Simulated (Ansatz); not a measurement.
A series of calculations on Si2H3O

## 1. Relaxation

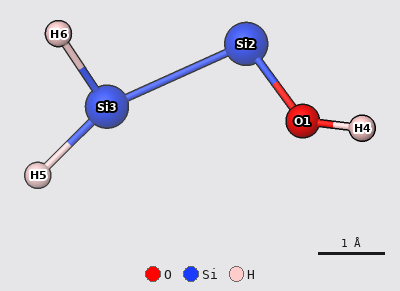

This is the input geometry for a relaxation of Si2H3O (charge +1). Style: ball-and-stick. Shown face on.

The run prepares an end point of a later path (torsion) calculation, from a guessed geometry.

The calculation used Ansatz, RKS CAM-B3LYP-D4/def2-SVP.

Input
```yaml
crystal:
  periodic: [false, false, false]
  atoms:
    - { symbol: O, position_ang: [-1.19525, -1.26737, -0.55535] }
    - { symbol: Si, position_ang: [-0.32397, -1.02416, 0.76225] }
    - { symbol: Si, position_ang: [0.97366, 0.78355, 0.10809] }
    - { symbol: H, position_ang: [-1.92471, -1.83371, -0.8042] }
    - { symbol: H, position_ang: [1.7564, 1.68084, -0.775] }
    - { symbol: H, position_ang: [0.71387, 1.66085, 1.26421] }
total_charge: 1
basis:
  gaussian: { orbitals: def2-SVP }
hamiltonian:
  xc: cam_b3lyp
  dispersion: d4
relax:
  f_tol: 0.015
  max_steps: 40
output:
  orbitals: {}
```

Command:
```bash
ansatz run input.yaml --threads 1 --pin off --max-ram 2048MiB --backend cpu --events-out ev --progress --plain --runs-dir out
```

> What does the optimiser find from here?

After 16 accepted moves (18 points after the start) the energy has fallen by 31.7 kcal/mol. The largest force component goes from 2.2 to 0.0057 eV/Å. The line search rejected the trial steps at points 3, 16 of the run. H4 moves most after the best rigid fit: 1.20 Å. Largest moves by element: H 1.20 Å, Si 0.92 Å, O 0.85 Å. Some distances before and after: O1–Si3 3.058 → 1.837 Å, O1–Si2 1.598 → 1.803 Å, Si2–Si3 2.319 → 2.349 Å, O1–H4 0.956 → 0.977 Å. Among the angles between lasting bonds that change: O1–Si2–Si3 101.0° → 50.5°, Si2–Si3–H5 159.3° → 121.7°, Si2–Si3–H6 98.3° → 121.7°. Groups turn about Si2–Si3 by about 50°.

History of the run:

```
step  E − E(0), kcal/mol  largest force component, eV/Å      note
   0                0.00                         2.1745          
   1               -8.68                         0.5540          
   2               -9.07                         1.4939          
   3               -8.25                         2.6115  rejected
   4              -11.96                         0.8818          
   5              -13.08                         0.5315          
   6              -13.51                         0.3036          
   7              -14.06                         0.5227          
   8              -14.63                         0.6787          
   9              -15.14                         1.2346          
  10              -18.16                         1.3351          
  11              -22.47                         1.2307          
  12              -28.41                         1.8281          
  13              -30.67                         0.7153          
  14              -31.32                         0.3299          
  15              -31.62                         0.1900          
  16              -31.40                         0.3709  rejected
  17              -31.65                         0.0540          
  18              -31.65                         0.0057
```

Final geometry:

```xyz
6

O    -0.6929   -0.6528   -0.2515
Si    0.2765   -1.7119    0.8383
Si    0.6191    0.5344    0.2430
H    -1.4970   -0.7169   -0.8027
H     1.3441    0.9093   -0.9875
H    -0.0498    1.6380    0.9605
```

The end point in the same view:

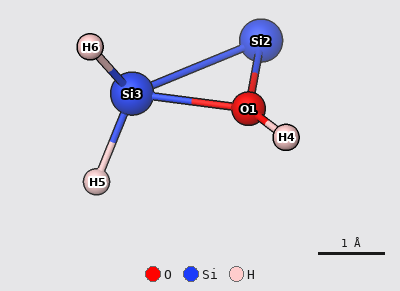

## 2. Relaxation

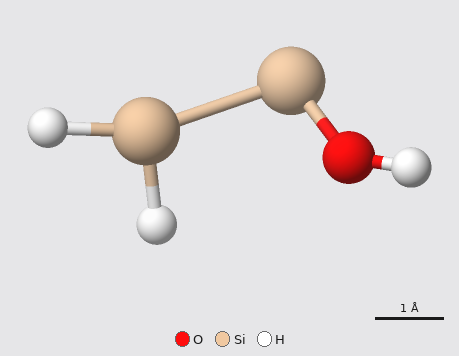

This is the input geometry for a relaxation of Si$_{2}$H$_{3}$O (charge +1). Style: ball-and-stick. Shown face on.

The run prepares an end point of a later path (torsion) calculation, from a guessed geometry.

Theory: Ansatz 0.2.0, RKS CAM-B3LYP-D4/def2-SVP.

Input
```yaml
crystal:
  periodic: [false, false, false]
  atoms:
    - { symbol: O, position_ang: [-1.19525, -1.26737, -0.55535] }
    - { symbol: Si, position_ang: [-0.32397, -1.02416, 0.76225] }
    - { symbol: Si, position_ang: [0.97366, 0.78355, 0.10809] }
    - { symbol: H, position_ang: [-1.92471, -1.83371, -0.8042] }
    - { symbol: H, position_ang: [1.74213, 2.04723, 0.20918] }
    - { symbol: H, position_ang: [1.47105, 0.23724, -1.16781] }
total_charge: 1
basis:
  gaussian: { orbitals: def2-SVP }
hamiltonian:
  xc: cam_b3lyp
  dispersion: d4
relax:
  f_tol: 0.015
  max_steps: 40
```

Run as
```bash
ansatz run input.yaml --threads 1 --pin off --max-ram 2048MiB --backend cpu --events-out ev --progress --plain --runs-dir out
```

Q: What does the optimiser find from here?

A: Over 17 accepted moves (19 points after the start) the energy falls by 33.4 kcal/mol. Largest force component: 2.1 eV/Å at the start, 0.0052 eV/Å at the end. The line search rejected the trial steps at points 2, 6 of the run. H5 moves most after the best rigid fit: 1.32 Å. By element the largest moves are H 1.32 Å, O 0.79 Å, Si 0.63 Å. Some distances before and after: O1–Si3 3.058 → 1.837 Å, O1–Si2 1.598 → 1.803 Å, Si2–Si3 2.319 → 2.348 Å, O1–H4 0.956 → 0.977 Å. Bond angles that change, for instance: O1–Si2–Si3 101.0° → 50.5°, Si2–Si3–H5 159.3° → 121.7°, Si2–Si3–H6 98.3° → 121.7°. Groups turn about Si2–Si3 by about 50°. Cost: 43 s on 1 thread of Arm Neoverse V1, with other jobs on the host, peak memory 0.13 GiB.

Step by step:

| step | E − E(0), kcal/mol | largest force component, eV/Å | note |
| --- | --- | --- | --- |
| 0 | 0.00 | 2.1096 |  |
| 1 | -9.69 | 1.0763 |  |
| 2 | -9.25 | 2.0958 | rejected |
| 3 | -11.66 | 0.8352 |  |
| 4 | -13.65 | 0.4951 |  |
| 5 | -14.86 | 0.3249 |  |
| 6 | -12.26 | 2.2065 | rejected |
| 7 | -15.30 | 0.1823 |  |
| 8 | -15.63 | 0.1385 |  |
| 9 | -15.83 | 0.2905 |  |
| 10 | -16.89 | 0.4822 |  |
| 11 | -19.32 | 0.6729 |  |
| 12 | -22.87 | 0.8802 |  |
| 13 | -29.12 | 0.6142 |  |
| 14 | -32.01 | 1.5611 |  |
| 15 | -33.00 | 0.3194 |  |
| 16 | -33.29 | 0.1337 |  |
| 17 | -33.36 | 0.1633 |  |
| 18 | -33.37 | 0.0469 |  |
| 19 | -33.37 | 0.0052 |  |

Final geometry:

```xyz
6

O    -0.7114   -0.6910   -0.3210
Si   -0.1093   -1.4096    1.2188
Si    0.8564    0.2484   -0.1351
H    -1.4820   -0.7829   -0.9148
H     0.4885    1.6718    0.0013
H     1.7006   -0.0940   -1.2970
```

After the run, drawn alike:

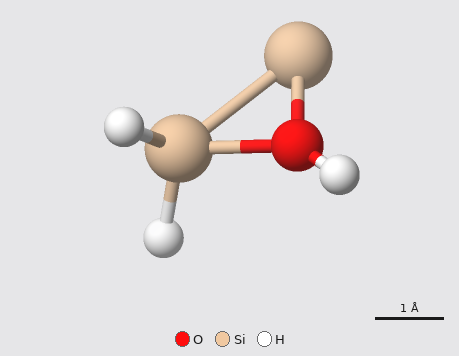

## 3. Path

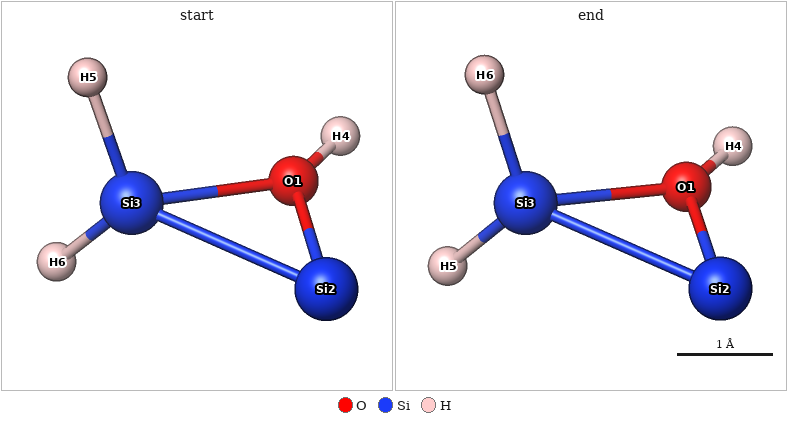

The two relaxed end points of a path for Si2H3O (charge +1). A ball-and-stick model, seen from a free direction.

All numbers below come from Ansatz 0.2.0, RKS CAM-B3LYP-D4/def2-SVP.

The input:
```yaml
crystal:
  periodic: [false, false, false]
  atoms:
    - { symbol: O, position_ang: [-0.706371, -0.635784, -0.257574] }
    - { symbol: Si, position_ang: [0.262225, -1.73659, 0.790879] }
    - { symbol: Si, position_ang: [0.630675, 0.518736, 0.247132] }
    - { symbol: H, position_ang: [-1.51929, -0.673815, -0.798261] }
    - { symbol: H, position_ang: [1.343518, 0.913802, -0.984154] }
    - { symbol: H, position_ang: [-0.010756, 1.613651, 1.001978] }
total_charge: 1
basis:
  gaussian: { orbitals: def2-SVP }
hamiltonian:
  xc: cam_b3lyp
  dispersion: d4
neb:
  order_check: false
  images: 7
  f_tol: 0.05
  max_iterations: 60
  initial_path: idpp
  final_atoms:
    - { symbol: O, position_ang: [-0.70635107, -0.6352242, -0.25777897] }
    - { symbol: Si, position_ang: [0.26274995, -1.73586711, 0.79067121] }
    - { symbol: Si, position_ang: [0.63087445, 0.51882103, 0.24711635] }
    - { symbol: H, position_ang: [-1.5196134, -0.67379063, -0.79813001] }
    - { symbol: H, position_ang: [-0.01100282, 1.6129605, 1.00264827] }
    - { symbol: H, position_ang: [1.34334389, 0.9131004, -0.98452684] }
```

Launched with:
```bash
ansatz run input.yaml --threads 1 --pin off --max-ram 2048MiB --backend cpu --events-out ev --progress --plain --runs-dir out
```

**Predict the minimum-energy path and its barrier.**

The barrier is about 18.9 kcal/mol in both directions, with image 4 at the top; the ends have the same energy. The motion is an edge inversion through a T-shaped arrangement: the angle Si3–O1–H4 opens from 141° to 174° on the way. No bond forms or breaks between the ends. Among the angles between lasting bonds that change up to the highest image: O1–Si2–Si3 50.5° → 86.3°, Si2–O1–H4 138.2° → 125.9°. The band converged in 26 iterations. The largest component of the band force went from 2.7 to 0.046 eV/Å. The climbing image converged on the top of the path. Its vibrational analysis gives one imaginary mode (103i cm⁻¹), as a transition state must have.

Energies of the converged images:

```
image  path (Å)  E (kcal/mol)
    0      0.00           0.0
    1      0.71           9.9
    2      1.41          17.0
    3      2.12          18.5
    4      2.82          18.9
    5      3.52          18.5
    6      4.22          17.0
    7      4.92           9.8
    8      5.62           0.0
```

The geometry at the top of the path:

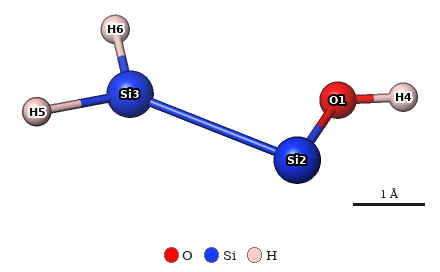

The run took 5.4 min on 1 thread of Arm Neoverse V1, with other jobs on the host, peak memory 0.13 GiB.
